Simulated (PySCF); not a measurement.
Input

```
{"job": {"kind": "nmr", "xc": "PBE0", "basis": "pcSseg-2"}, "charge": 0, "multiplicity": 1}
O     -1.981604     0.083832    -0.534414
B     -0.800272     0.030167    -0.351503
B      0.819230    -0.042971    -0.100803
O      2.000659    -0.096378     0.082052
```

Run with:

```sh
OMP_NUM_THREADS=1 python probes_run.py task.json out
```

Geometry: PBE0-D3(BJ)/def2-TZVP.

These are results of PySCF 2.14.0, PBE0/pcSseg-2, SCF density, gas phase, non-relativistic, not measurements.

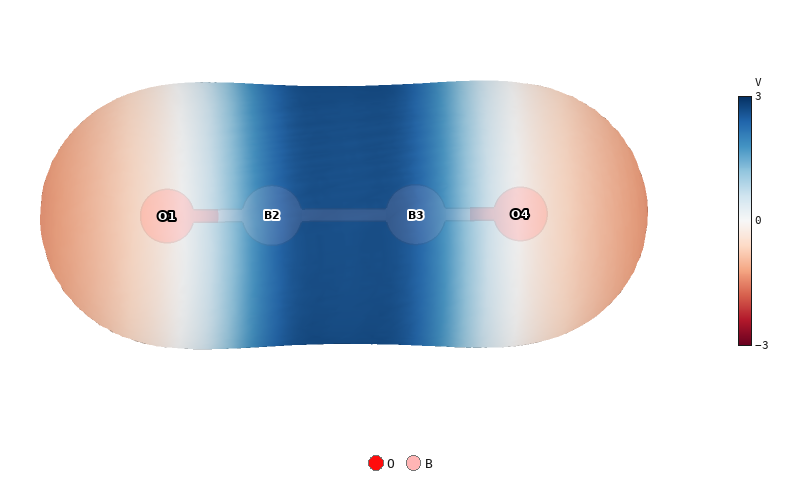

B2O2 (SMILES O=BB=O). The electrostatic potential painted on the density surface at 0.004 e/bohr³, seen across its widest extent; the colour scale runs from red (negative) to blue (positive).

Q: Describe the electrostatic potential map.

A: The most negative region (about −1.3 V) lies over O1 and O4, the most positive (about +2.7 V) over B2 and B3.
